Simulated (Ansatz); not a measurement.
**A computed series for hypothetical P6_422 AlP: pressure series**

Base system: AlP (space group P6_422, No. 181; a = 3.851 Å, c = 8.690 Å; a hypothetical phase, not in the database extracts checked).

Cell and atoms are relaxed at each pressure.

The values are results of Ansatz (a program for electronic structure) PBE, no spin-orbit coupling, not measurements.

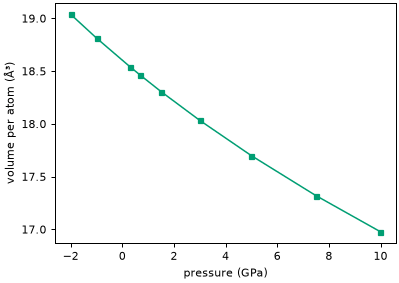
Figure. Volume against pressure

Problem. Estimate the zero-pressure bulk modulus from the plot.

Solution. About 91 GPa; a third-order Birch–Murnaghan fit to the points gives V₀ = 18.60 Å³/atom, B₀ = 91 GPa and B₀′ = 4.1.

Between the base and pressure 10 GPa the gap moves from 0.95 eV to 0.80 eV, a mean slope of -16 meV/GPa.

Load acts through the strain it causes; cell and atoms are relaxed under it. Whether these cells are dynamically stable was not tested. No other phases were tried under pressure. The base started in P3_121 and relaxed to P6_422 at this level.
